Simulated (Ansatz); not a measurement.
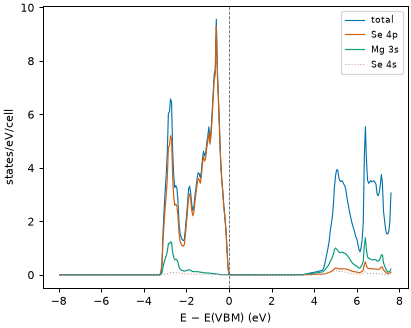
Figure. Total and projected density of states of MgSe (wurtzite, P6_3mc), r²SCAN in the plane-wave PAW code Ansatz

Question: Which orbitals carry the states next to the gap?

Answer: Top 1 eV of the valence band: Se 4p 97 %. Bottom 1 eV of the conduction band: Mg 3s 64 %, Se 4s 23 %, Se 4p 10 %. Projections are on Löwdin-orthogonalised atomic valence shells; empty p or d shells of many metals are not among them.

Question: Where is the tallest occupied peak in this window, and what makes it?

Answer: Near -0.6 eV, about 9.6 states/eV per cell; the largest projected share is Se 4p.

The workflow started from a Materials Project entry (that database holds measured and hypothetical structures alike); the Crystallography Open Database copy checked does not list it. COD files the formula under space group No. 225, so this cell is another polymorph or a model. Whether it is the stable phase at ambient conditions was not checked. The r²SCAN relaxation kept the symmetry of its start; whether a distortion lowers the energy is not shown. Spin–orbit coupling is left out wherever it is not named.

Potentials: the earlier of the program's two PAW sets.
